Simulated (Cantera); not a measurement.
Charge: 1 mol SiH₄, 0.013 mol Cl₂, 290 mol H₂, at 0.870 bar.

Equilibrium computed with Cantera from the NASA thermochemical tables; the gas is ideal and each condensed phase is pure. Candidate condensed phases: Si; 19 gas species. Gases not in the tables: Si₂H₆ and higher silanes. Equilibrium is a limit: real reactors are often held back by kinetics, nucleation or transport.

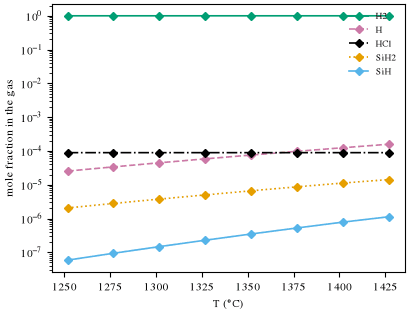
Figure. Equilibrium gas composition (values under 1e-9 drawn at 1e-9)

Question: Read off the mole fractions at 1252 °C.

Answer: H₂ about 1.00, HCl about 8.9e-5, H about 2.5e-5, SiH₂ about 2.1e-6, SiH about 5.9e-8.
